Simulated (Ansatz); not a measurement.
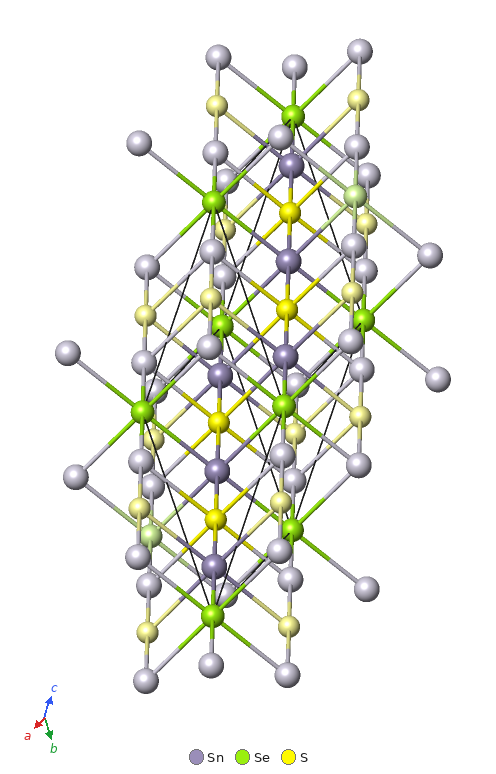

Drawn in the ball-and-stick manner and seen slightly off an axis. One simulation cell is outlined, and atoms on its boundary appear in each equivalent place. The bonded neighbours beyond the faces are included, in fainter colours.

The calculation's input:
```yaml
crystal:
  lattice:
    - [-2.0957298, 2.0957298, 8.8799403]
    - [2.0957298, -2.0957298, 8.8799403]
    - [2.0957298, 2.0957298, -8.8799403]
  atoms:
    - { symbol: Sn, position: [0.82958, 0.82958, 0.0] }
    - { symbol: Sn, position: [0.5, 0.5, 0.0] }
    - { symbol: Sn, position: [0.17042, 0.17042, 0.0] }
    - { symbol: Se, position: [0.0, 0.0, 0.0] }
    - { symbol: S, position: [0.667261, 0.667261, 0.0] }
    - { symbol: S, position: [0.332739, 0.332739, 0.0] }
basis:
  ecutwfc: 420
kpoints:
  mp_grid: { grid: [12, 12, 12] }
  band_path:
    path:
      - [[0.0, 0.0, 0.0], [0.0, 0.0, 0.5], [0.25, 0.25, 0.25], [0.0, 0.5, 0.0], [0.0, 0.0, 0.0], [0.5, 0.5, -0.5], [0.26392485, 0.73607515, -0.26392485]]
      - [[-0.26392485, 0.26392485, 0.26392485], [0.0, 0.0, 0.0]]
      - [[0.0, 0.0, 0.5], [-0.0278497, 0.0278497, 0.5]]
      - [[0.5, 0.5, -0.0278497], [0.5, 0.5, -0.5]]
    npoints: 14
hamiltonian:
  xc: pbe
scf:
  occupations: { method: gaussian, width: 0.01 }
  n_extra_bands: 15
output:
  forces: true
  stress: true
  eigenvalues: true
  populations: true
  dos: { projected: true, de: 0.02, nscf_kmesh: { grid: [15, 15, 15] } }
  bader: true
  write_density: true
  write_potential: true
  elf: true
  volumetric_format: npy
```
Run as:
```sh
ansatz run input.yaml --threads 4 --pin off --max-ram 8192MiB --backend cpu --events-out ev --progress --plain --runs-dir out
```

Run with DFT PBE, scalar-relativistic, plane waves, PAW in Ansatz and these settings: cutoff 420 eV, Brillouin-zone sampling on a 12×12×12 mesh, Gaussian smearing of 0.01 eV, no spin polarisation.

### What are the atomic charges by Bader's partition?

Sn +0.91 to +0.99 e; Se -0.87 e; S -1.01 e. The transfer is large, as in an ionic solid.

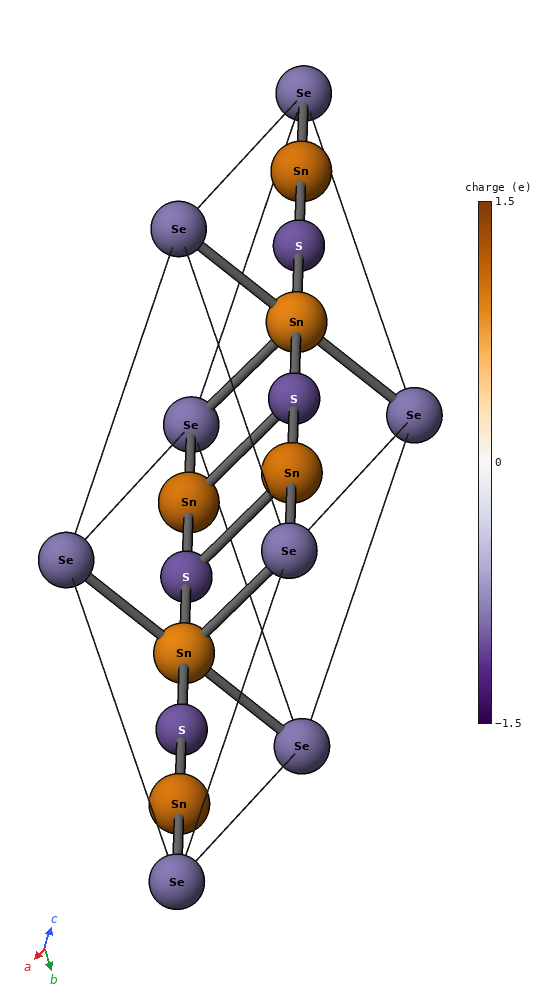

The atoms coloured by those charges.

The cell started as a structure type filled with these elements by a generator (whether the compound takes this form wasn't checked). Earlier steps of the study, as a rule a relaxation of our own, may have changed the cell and positions, so they can lie some per cent off the listed ones. Ansatz was used for an electronic-structure calculation on it.
